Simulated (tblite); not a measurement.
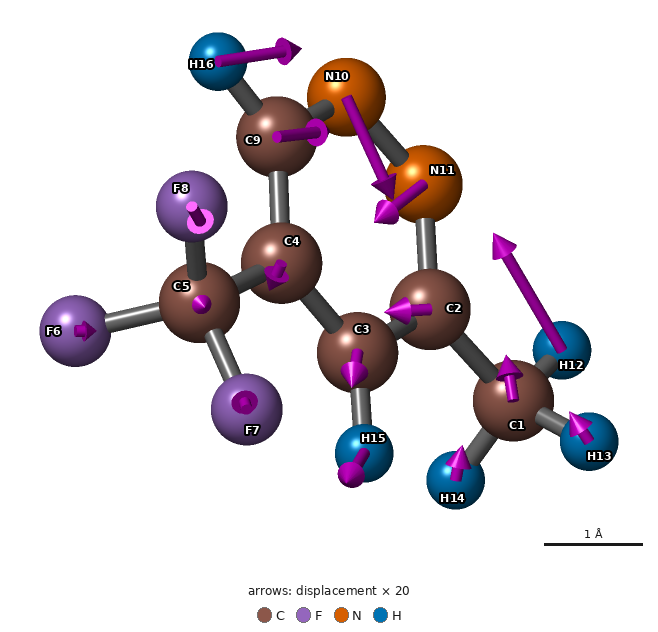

A relaxation of C6H5F3N2. The starting structure is drawn; purple arrows show the displacements, magnified 20 times. The two geometries are superimposed by the best rigid fit.

A ball-and-stick model, seen from a free direction.

Level of theory: GFN2-xTB geometry optimisation, gas phase in tblite 0.8.0. 

Q: Describe the change and its energy.

A: The energy falls by 23.1 kJ/mol in 21 geometry steps. H12 moves most after the best rigid fit: 0.074 Å. Largest moves by element: H 0.074 Å, N 0.059 Å, C 0.047 Å, F 0.029 Å. Some distances before and after: N10–N11 1.365 → 1.296 Å, C9–N10 1.356 → 1.315 Å, C5–F8 1.371 → 1.339 Å, C4–C9 1.375 → 1.400 Å. Bond angles that change, for instance: H12–C1–H13 107.4° → 109.6°.
